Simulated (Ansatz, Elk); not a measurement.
# Na3Sr: X-ray structure factors from the self-consistent density

The structure of Na3Sr used here is made up (a known structure type with other elements) and was relaxed beforehand with PBE. The aim is the Fourier transform of its all-electron density, F(hkl), set beside the sum over free spherical atoms that refinements use.

Program: Elk 11.2.3 (patched build). Level of theory: DFT, PBE, all-electron APW+lo, Dirac cores, scalar-relativistic bands, static density, no spin. Results are calculated unless marked as measured.

The structure was built from a prototype and need not be the compound's stable phase.

### Step 1. Starting point

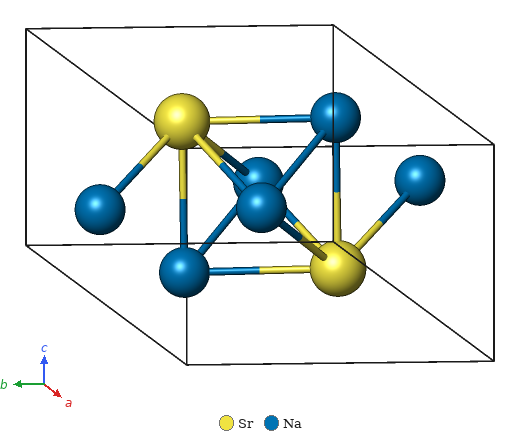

Start, viewed from a free direction; strontium yellow, sodium blue.

Structure file:

```cif
data_structure
_symmetry_space_group_name_H-M 'P 1'
_symmetry_Int_Tables_number 1
_cell_length_a 7.8816
_cell_length_b 7.8816
_cell_length_c 6.2443
_cell_angle_alpha 90.000
_cell_angle_beta 90.000
_cell_angle_gamma 120.000
_cell_volume 335.92
loop_
_atom_site_label
_atom_site_type_symbol
_atom_site_fract_x
_atom_site_fract_y
_atom_site_fract_z
_atom_site_occupancy
Sr1 Sr 0.33333 0.66667 0.75000 1
Sr2 Sr 0.66667 0.33333 0.25000 1
Na3 Na 0.15826 0.31652 0.25000 1
Na4 Na 0.15826 0.84174 0.25000 1
Na5 Na 0.68348 0.84174 0.25000 1
Na6 Na 0.84174 0.68348 0.75000 1
Na7 Na 0.84174 0.15826 0.75000 1
Na8 Na 0.31652 0.15826 0.75000 1
```

### Step 2. Ground state and structure factors

An all-electron density is needed, since X-rays see the cores too. Task 0 finds the density and task 195 Fourier-transforms it; tshift is off so that phases refer to the origin typed.

The input, elk.in:

```
tasks
  0
  195

xctype
  20

spinpol
  .false.

rgkmax
  7.0

gmaxvr
  14.0

lmaxo
  7

lmaxapw
  8

swidth
  0.002

tshift
  .false.

ramdisk
  .false.

hmaxvr
  5.5

maxscl
  120

epspot
  1e-06

sppath
  './'

avec
  14.89401607856 -0.00000000000 0.00000000000
  -7.44700803928 12.89859628841 0.00000000000
  0.00000000000 0.00000000000 11.80004220907

atoms
  2
  'Sr.in'
  2
  0.3333333333 0.6666666667 0.7500000000   0.000000 0.000000 0.000000
  0.6666666667 0.3333333333 0.2500000000   0.000000 0.000000 0.000000
  'Na.in'
  6
  0.1582575367 0.3165150734 0.2500000000   0.000000 0.000000 0.000000
  0.1582575367 0.8417424633 0.2500000000   0.000000 0.000000 0.000000
  0.6834849266 0.8417424633 0.2500000000   0.000000 0.000000 0.000000
  0.8417424633 0.6834849266 0.7500000000   0.000000 0.000000 0.000000
  0.8417424633 0.1582575367 0.7500000000   0.000000 0.000000 0.000000
  0.3165150734 0.1582575367 0.7500000000   0.000000 0.000000 0.000000

ngridk
  4 4 4
```

Command:

```sh
$ OMP_NUM_THREADS=4 elk
```

Numbers of over 12 decimals in the logs are rounded to 6 here.

The log of the run:

```text
┌─────────────────────────┐
│ Elk code version 11.2.3 │
└─────────────────────────┘

All units are atomic (Hartree, Bohr, etc.)

┌─────────────────────────────────────────────────┐
│ Ground-state run starting from atomic densities │
└─────────────────────────────────────────────────┘

Lattice vectors :
   14.89401608      -0.000000000       0.000000000
  -7.447008039       12.89859629       0.000000000
   0.000000000       0.000000000       11.80004221

Reciprocal lattice vectors :
  0.4218597102      0.2435608173      -0.000000000
   0.000000000      0.4871216345      -0.000000000
  -0.000000000      -0.000000000      0.5324714264

Unit cell volume      :    2266.928535
Brillouin zone volume :   0.1094212762

Muffin-tin inner radius fraction :   0.1000000000E-01

Nuclei treated as point charges

Species : 1 (Sr)
 parameters loaded from : Sr.in
 name : strontium
 nuclear charge    :   -38.00000000
 electronic charge :    38.00000000
 atomic mass :    159721.4892
 muffin-tin radius :    2.600000000
 number of radial points in muffin-tin :   1193
 inner part over the whole radius :   0.9909106339E-02
 number on inner part of muffin-tin    :    847
 approximate nuclear radius :   0.8067967193E-04
 number of mesh points to nuclear radius :    415
 atomic positions (lattice), magnetic fields (Cartesian) :
  1 :   0.33333333 -0.33333333 -0.25000000    0.00000000  0.00000000  0.00000000
  2 :  -0.33333333  0.33333333  0.25000000    0.00000000  0.00000000  0.00000000

Species : 2 (Na)
 parameters loaded from : Na.in
 name : sodium
 nuclear charge    :   -11.00000000
 electronic charge :    11.00000000
 atomic mass :    41907.78703
 muffin-tin radius :    2.200000000
 number of radial points in muffin-tin :    793
 inner part over the whole radius :   0.9883648912E-02
 number on inner part of muffin-tin    :    551
 approximate nuclear radius :   0.5574345702E-04
 number of mesh points to nuclear radius :    238
 atomic positions (lattice), magnetic fields (Cartesian) :
  1 :   0.15825754  0.31651507  0.25000000    0.00000000  0.00000000  0.00000000
  2 :   0.15825754 -0.15825754  0.25000000    0.00000000  0.00000000  0.00000000
  3 :  -0.31651507 -0.15825754  0.25000000    0.00000000  0.00000000  0.00000000
  4 :  -0.15825754 -0.31651507 -0.25000000    0.00000000  0.00000000  0.00000000
  5 :  -0.15825754  0.15825754 -0.25000000    0.00000000  0.00000000  0.00000000
  6 :   0.31651507  0.15825754 -0.25000000    0.00000000  0.00000000  0.00000000

Total number of atoms per unit cell :    8
Total muffin-tin volume :    414.8577819
 ratio of muffin-tin to unit cell volume :   0.1830043495

Spin treatment :
 spin-unpolarised

Number of Bravais lattice symmetries :   24
Number of crystal symmetries         :   24
Crystal has inversion symmetry
Real symmetric eigensolver will be used

k-point grid :      4     4     4
k-point offset :    0.000000000       0.000000000       0.000000000
k-point set is reduced with full crystal symmetry group
Total number of k-points :       12

Muffin-tin radius times maximum |G+k| :    7.000000000
 using average radius
Maximum |G+k| for APW functions       :    3.043478261
Maximum (1/2)|G+k|²                   :    4.631379962
Maximum |G| for potential and density :    14.00000000
Constant for pseudocharge density :    9
 order of it for each species :   16  16
 order of it for pair densities of each species (exact exchange by exxq0 0: 17) :   13   8
Radial integration step length :    1

G-vector grid sizes :     70    70    54
Number of G-vectors :   105041

Maximum angular momentum used for
 APW functions            :    8
 outer part of muffin-tin :    7
 inner part of muffin-tin :    2

Total nuclear charge    :   -142.0000000
Total core charge       :    68.00000000
Total valence charge    :    74.00000000
Total excess charge     :    0.000000000
Total electronic charge :    142.0000000

Effective Wigner radius, rₛ :    1.562021324

Number of empty states         :     32
[...]
electron-nuclear            :     -16379.178822952
 Hartree                     :      2488.1369051170
 Madelung                    :     -8859.1783545107
 xc potential                :     -387.06744344073
 exchange                    :     -290.44346039170
 correlation                 :     -6.131429
 electron entropic           :    -0.24980527073690E-02
 total energy                :     -7336.1316116953

Density of states at Fermi energy :    201.8468971
 (states/Hartree/unit cell)

Estimated indirect band gap :   0.1905531298E-02
 from k-point 8 to k-point 8
Estimated direct band gap   :   0.1905531298E-02
 at k-point 8

Charges :
 core                        :    68.00000000
 valence                     :    74.00000000
 interstitial                :    9.963358230
 muffin-tins (core leakage)
  species : 1 (Sr)
[...]
species : 2 (Na)
[...]
total in muffin-tins        :    132.0366418
 total calculated charge     :    141.9999407
 total charge                :    142.0000000
 error                       :   0.5932067319E-04

RMS change in Kohn-Sham potential (target) :   0.7208883696     (  0.1000000000E-05)
Absolute change in total energy (target)   :    1.498986899     (  0.1000000000E-03)

[... loops 3 to 12 left out ...]

┌──────────────────┐
│ Loop number : 13 │
└──────────────────┘

Energies :
 Fermi                       :     0.50070090197019E-01
 sum of occupied eigenvalues :     -4269.6524352654
 electron kinetic            :      7525.5404178950
 core electron kinetic       :      7133.7329647521
 Coulomb                     :     -14563.320055144
 Coulomb potential           :     -11410.173910753
 nuclear-nuclear             :     -673.93515583521
 electron-nuclear            :     -16377.226104379
 Hartree                     :      2487.8412050707
 Madelung                    :     -8858.2330997675
 xc potential                :     -385.01894240774
 exchange                    :     -290.37142893508
 correlation                 :     -6.132054
 electron entropic           :    -0.24639626915258E-02
 total energy                :     -7334.2855845800

Density of states at Fermi energy :    199.1581650
 (states/Hartree/unit cell)

Estimated indirect band gap :   0.1474533011E-02
 from k-point 8 to k-point 8
Estimated direct band gap   :   0.1474533011E-02
 at k-point 8

Charges :
 core                        :    68.00000000
 valence                     :    74.00000000
 interstitial                :    9.926335988
 muffin-tins (core leakage)
  species : 1 (Sr)
[...]
species : 2 (Na)
[...]
total in muffin-tins        :    132.0736640
 total calculated charge     :    141.9999408
 total charge                :    142.0000000
 error                       :   0.5924833960E-04

RMS change in Kohn-Sham potential (target) :   0.1253464887E-06 (  0.1000000000E-05)
Absolute change in total energy (target)   :   0.5774784222E-04 (  0.1000000000E-03)

Convergence targets achieved

┌──────────────────┐
│ Loop number : 14 │
└──────────────────┘

Energies :
 Fermi                       :     0.50070123298286E-01
 sum of occupied eigenvalues :     -4269.6524355277
 electron kinetic            :      7525.5404233285
 core electron kinetic       :      7133.7329710067
 Coulomb                     :     -14563.320061035
 Coulomb potential           :     -11410.173913487
 nuclear-nuclear             :     -673.93515583521
 electron-nuclear            :     -16377.226113098
 Hartree                     :      2487.8412078982
 Madelung                    :     -8858.2331042915
 xc potential                :     -385.01894536887
 exchange                    :     -290.37142909939
 correlation                 :     -6.132054
 electron entropic           :    -0.24639622315919E-02
 total energy                :     -7334.2855852113

Density of states at Fermi energy :    199.1581375
 (states/Hartree/unit cell)

Estimated indirect band gap :   0.1474525240E-02
 from k-point 8 to k-point 8
Estimated direct band gap   :   0.1474525240E-02
 at k-point 8

Charges :
 core                        :    68.00000000
 valence                     :    74.00000000
 interstitial                :    9.926336006
 muffin-tins (core leakage)
  species : 1 (Sr)
[...]
species : 2 (Na)
[...]
atom 4                    :    10.05159127     ( -0.9715865446E-07)
   atom 5                    :    10.05159127     ( -0.9715865446E-07)
   atom 6                    :    10.05159127     ( -0.9715865446E-07)
 total in muffin-tins        :    132.0736640
 total calculated charge     :    141.9999408
 total charge                :    142.0000000
 error                       :   0.5924833945E-04

┌──────────────────────────────┐
│ Self-consistent loop stopped │
└──────────────────────────────┘

Wrote STATE.OUT
```

Run time: 67 s. Hardware: 4 threads of AMD EPYC 7B13 (Zen 3), shared host; peak memory 0.53 GiB; 2.5 min of CPU time.

SFACRHO.OUT:

```text

h k l indices transformed by vhmat matrix:
   1.000000000       0.000000000       0.000000000    
   0.000000000       1.000000000       0.000000000    
   0.000000000       0.000000000       1.000000000    

      h      k      l  multipl.   |H|            Re(F)            Im(F)           |F|

      0      0      0      1   0.0000000       142.00000      0.16485381E-15   142.00000    
      1     -1      0      6  0.48712163      -21.826743     -0.78649883E-14   21.826743    
      0      0      1      2  0.53247143      0.65087924E-14 -0.19662471E-14  0.67993019E-14
      1      0      1      6  0.72167396       44.306769     -0.98312354E-15   44.306769    
     -1      0      1      6  0.72167396      -44.306769      0.49156177E-14   44.306769    
      1     -2      0      6  0.84371942       48.131853     -0.23456364E-14   48.131853    
      2      0      0      6  0.97424327      -59.105636      0.58987412E-14   59.105636    
     -2      1      1     12  0.99769148      0.40056944E-07  0.98312354E-15  0.40056944E-07
      0      0     -2      2   1.0649429      -116.48269      0.15572091E-15   116.48269    
      2      0     -1      6   1.1102593       99.416828     -0.49156177E-14   99.416828    
      2     -2     -1      6   1.1102593      -99.416828      0.29493706E-14   99.416828    
      1      0     -2      6   1.1710639       19.296111      0.98312354E-15   19.296111    
      1     -1     -2      6   1.1710639       19.296111     -0.98312354E-15   19.296111    
     -1      3      0     12   1.2888027      -28.119582     -0.13763730E-13   28.119582    
      1      1      2     12   1.3586632      -43.677236     -0.56529603E-14   43.677236    
      2      1      1     12   1.3944670       33.972653      0.22120280E-13   33.972653    
      3     -2      1     12   1.3944670      -33.972653      0.20645594E-13   33.972653    
     -2      0      2      6   1.4433479       53.199829      0.98312354E-15   53.199829
```

Elk indexes on the primitive cell of elk.in and gives |H| = 4π sin θ/λ in inverse bohr. Below, one row stands for each form hkl of the conventional cell (m members, Friedel mates merged), F is for one primitive cell and the density is static (no thermal factor). Free-atom factors are Waasmaier and Kirfel's, and R is Σm||F|−|F'||/Σm|F|.

```tsv
hkl	m	sin θ/λ (Å⁻¹)	abs F, DFT	neutral atoms	diff.
100	6	0.073	21.827	21.795	+0.032
001	2	0.080	0.000	0.000	+0.000
101	12	0.108	44.307	44.283	+0.024
110	6	0.127	48.132	48.158	-0.026
200	6	0.146	59.106	59.203	-0.098
111	12	0.150	0.000	0.000	+0.000
002	2	0.160	116.483	116.743	-0.260
201	12	0.167	99.417	99.613	-0.196
102	12	0.176	19.296	19.169	+0.127
210	12	0.194	28.120	28.060	+0.060
112	12	0.204	43.677	43.487	+0.190
211	24	0.210	33.973	33.798	+0.175
202	12	0.217	53.200	53.284	-0.084
300	6	0.220	41.953	41.784	+0.169
```

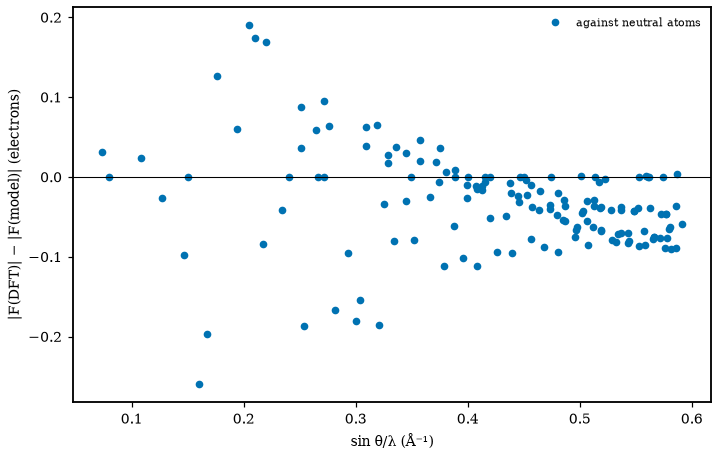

Difference between the calculated structure factors and the independent-atom ones.

### Step 3. The highest occupied states alone

An energy window below the Fermi level keeps the highest occupied states, to see at which angles they scatter; shallow core shells can lie inside it and anion s states outside. No new self-consistency is needed.

elk.in: that of step 2 with these lines changed.

```diff
@@ -1,3 +1,2 @@
 tasks
-  0
   195
@@ -40,2 +39,5 @@
 
+wsfac
+  -0.317420 0.350070
+
 sppath
```

Command:

```sh
$ OMP_NUM_THREADS=4 elk
```

The log of the run:

```text
┌─────────────────────────────────┐
│ Elk code version 11.2.3 started │
└─────────────────────────────────┘

Info(readinput): the functional depends on the density's gradient
 muffin-tin radial points multiplied by    2.00000
 (not where nrmtscf is given)

┌────────────────────┐
│ Current task : 195 │
└────────────────────┘

Info(sfacrho): density structure factors written to SFACRHO.OUT

 Energy window :  -0.3174200000      0.3500700000

┌──────────────────┐
│ Elk code stopped │
└──────────────────┘
```

It took 28 s on 4 threads; peak memory 0.3 GiB; 29 s of CPU time.

States within 10 eV below the Fermi level hold 10.00 electrons; any levels below the window count with the cores. Their amplitudes can exceed the total, where window and core parts have opposite phase:

```tsv
hkl	sin θ/λ (Å⁻¹)	abs F, window	abs F, all
100	0.073	0.180	21.827
001	0.080	0.000	0.000
101	0.108	0.065	44.307
110	0.127	0.162	48.132
200	0.146	0.056	59.106
111	0.150	0.000	0.000
002	0.160	0.301	116.483
201	0.167	0.254	99.417
102	0.176	0.047	19.296
210	0.194	0.014	28.120
```

### Step 4. Another functional

The difference from free atoms is small, so it is set against the change that PBEsol makes.

elk.in: that of step 3 with these lines changed.

```diff
@@ -1,2 +1,3 @@
 tasks
+  0
   195
@@ -4,3 +5,3 @@
 xctype
-  20
+  22
 
@@ -39,5 +40,2 @@
 
-wsfac
-  -0.317420 0.350070
-
 sppath
```

Command:

```sh
$ OMP_NUM_THREADS=4 elk
```

The log of the run:

```text
┌─────────────────────────┐
│ Elk code version 11.2.3 │
└─────────────────────────┘

All units are atomic (Hartree, Bohr, etc.)

┌─────────────────────────────────────────────────┐
│ Ground-state run starting from atomic densities │
└─────────────────────────────────────────────────┘

Lattice vectors :
   14.89401608      -0.000000000       0.000000000
  -7.447008039       12.89859629       0.000000000
   0.000000000       0.000000000       11.80004221

Reciprocal lattice vectors :
  0.4218597102      0.2435608173      -0.000000000
[...]
valence                     :    74.00000000
 interstitial                :    9.943544768
 muffin-tins (core leakage)
  species : 1 (Sr)
[...]
species : 2 (Na)
[...]
atom 5                    :    10.04871778     ( -0.9715865801E-07)
   atom 6                    :    10.04871778     ( -0.9715865801E-07)
 total in muffin-tins        :    132.0564552
 total calculated charge     :    141.9999408
 total charge                :    142.0000000
 error                       :   0.5917215981E-04

┌──────────────────────────────┐
│ Self-consistent loop stopped │
└──────────────────────────────┘

Wrote STATE.OUT
[key lines of the parts left out:]
total energy                :     -7328.1375680733
```

It took 65 s on 4 threads; peak memory 0.56 GiB; 2.4 min of CPU time.

Against the first run R = 0.03 %; the largest change is -0.040 at 226.

### Step 5. Basis size

A smaller basis shows how fast F responds to it; the change is likely larger than the basis error of the first run, but doesn't show convergence.

elk.in: that of step 4 with these lines changed.

```diff
@@ -5,3 +5,3 @@
 xctype
-  22
+  20
 
@@ -11,3 +11,3 @@
 rgkmax
-  7.0
+  5.5
```

Command:

```sh
$ OMP_NUM_THREADS=4 elk
```

The log of the run:

```text
┌─────────────────────────┐
│ Elk code version 11.2.3 │
└─────────────────────────┘

All units are atomic (Hartree, Bohr, etc.)

┌─────────────────────────────────────────────────┐
│ Ground-state run starting from atomic densities │
└─────────────────────────────────────────────────┘

Lattice vectors :
   14.89401608      -0.000000000       0.000000000
  -7.447008039       12.89859629       0.000000000
   0.000000000       0.000000000       11.80004221

Reciprocal lattice vectors :
  0.4218597102      0.2435608173      -0.000000000
[...]
valence                     :    74.00000000
 interstitial                :    10.00053792
 muffin-tins (core leakage)
  species : 1 (Sr)
[...]
species : 2 (Na)
[...]
atom 5                    :    10.04484121     ( -0.9715866112E-07)
   atom 6                    :    10.04484121     ( -0.9715866112E-07)
 total in muffin-tins        :    131.9994621
 total calculated charge     :    141.9999237
 total charge                :    142.0000000
 error                       :   0.7630455750E-04

┌──────────────────────────────┐
│ Self-consistent loop stopped │
└──────────────────────────────┘

Wrote STATE.OUT
[key lines of the parts left out:]
total energy                :     -7334.1968021045
```

Run time: 49 s. Hardware: 4 threads; peak memory 0.39 GiB.

Against the first run R = 0.02 %; the largest change is +0.037 at 224.

### Step 6. Settings against the effect

```tsv
run	R against the first run (%)	R against neutral atoms, low angle (%)	wall time
PBE, rgkmax 7	0.00	0.24	67 s
PBEsol	0.03	0.25	65 s
rgkmax 5.5	0.02	0.24	49 s
```

### Step 7. Results

| Quantity | Value |
| --- | --- |
| R against neutral atoms, sin θ/λ < 0.3 Å⁻¹ | 0.24 % |
| R against neutral atoms, 0.3 to 0.59 Å⁻¹ | 0.16 % |

What this shows: Independent neutral atoms miss the calculated amplitudes by R = 0.24 % below 0.3 Å⁻¹ and 0.16 % from there to 0.59 Å⁻¹; by shells, 0.09 % below 0.15 Å⁻¹ (4 forms), 0.26 % 0.15 to 0.3 (17 forms), 0.13 % 0.3 to 0.45 (43 forms), 0.19 % above 0.45 (69 forms). Bonding, aspherical density and the tables' own atoms all enter these figures, and the runs don't part them. The largest change of an amplitude is -0.26 electrons, at 002. The window's part falls from 10.0 electrons at the origin to at most 0.10 between 0.45 and 0.59 Å⁻¹. Below 0.3 Å⁻¹ the changes that finished (PBEsol and rgkmax 5.5) move F by R = 0.02 % at most, against the 0.24 % that separates it from free atoms. The k-mesh has no finished test. Part of the difference isn't bonding: the tables are fits to free atoms and ions calculated by other methods than this functional. Thermal motion, anomalous dispersion and extinction are left out.

[Logs are printed without paths, hosts, clocks, repeated set-up lines and the standing remarks that a program may print on its own settings, such as how far it seeks lower states.]

[Hosts, paths, dates, database ids (printed as entryN), source tags and the programs' standing remarks are cut or masked in the printed files.]
